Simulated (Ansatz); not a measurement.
Relaxed WS$_{2}$ (2H-MoS2 type, space group P6_3/mmc):

```xyz
6
Lattice="3.1543 0.0000 0.0000 -1.5771 2.7317 0.0000 0.0000 0.0000 12.1409" Properties=species:S:1:pos:R:3 pbc="T T T"
W      0.0000     1.8211     3.0352
W      1.5771     0.9106     9.1056
S      0.0000     1.8211     7.5310
S      1.5771     0.9106     1.4605
S      1.5771     0.9106     4.6099
S      0.0000     1.8211    10.6803
```

In each cell atom 5 (S, nearest neighbour W at 2.408 Å; its periodic images, 3.2 Å or more away, move with it) moves by s·(0.000, 0.000, 1.000) (along Cartesian z), the rest being held.

Level of theory: PBE-D3(BJ) (plane waves to 420 eV, PAW, scalar-relativistic; Ansatz, a quantum-chemistry and plane-wave program). k mesh 10×10×3 (Γ-centred), Fermi-Dirac smearing 0.05 eV. Energies are smeared free energies. Spin-orbit coupling is left out, though W is heavy. The PAW data are Ansatz's earlier set. WS2 is run without spin polarisation. WS2 was relaxed with its symmetry unable to fall. ΔE is measured from the undisplaced structure.

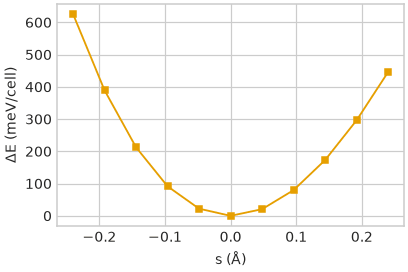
Figure. ΔE (meV/cell) against s (Å); computed points joined by lines.

Question: Is the energy the same for displacements of ±0.240 Å, and if not, which side lies higher?

Answer: Not even: the negative side lies higher at ±0.240 Å.

Question: What is the energy change at s = 0.240 Å?

Answer: About 450 meV/cell.

(A displaced cell: forces are minus the slopes of the energy, force constants its curvatures, and phonons follow from these.)
